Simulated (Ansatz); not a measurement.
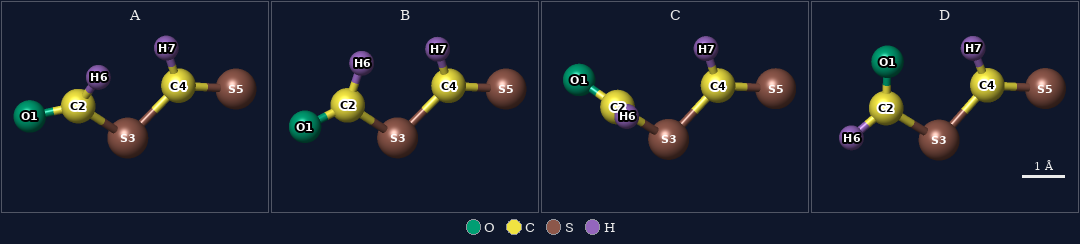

4 geometries from a converged minimum-energy path of C$_{2}$H$_{2}$OS$_{2}$, shuffled. The picture is a ball-and-stick view, seen from a free direction.

Method: RKS B3LYP-D4/def2-SVP (Ansatz 0.2.0). Run with 5 movable images; climbing image; force threshold 0.03 eV/Å; iteration limit 60; starting path by image-dependent pair potential.

**Which frame is the transition state?**

C. In order along the path, whose images run from 0 to 6: D (image 0, 0.0 kJ/mol), C (image 3, +46.7 kJ/mol), A (image 5, +18.2 kJ/mol), B (image 6, +10.0 kJ/mol). The motion is a rotation about the C2–S3 bond by about 180°. No bond forms or breaks between the ends. Bond angles that change up to the highest image, for instance: S3–C2–H6 110.1° → 112.7°, O1–C2–S3 125.8° → 123.3°.
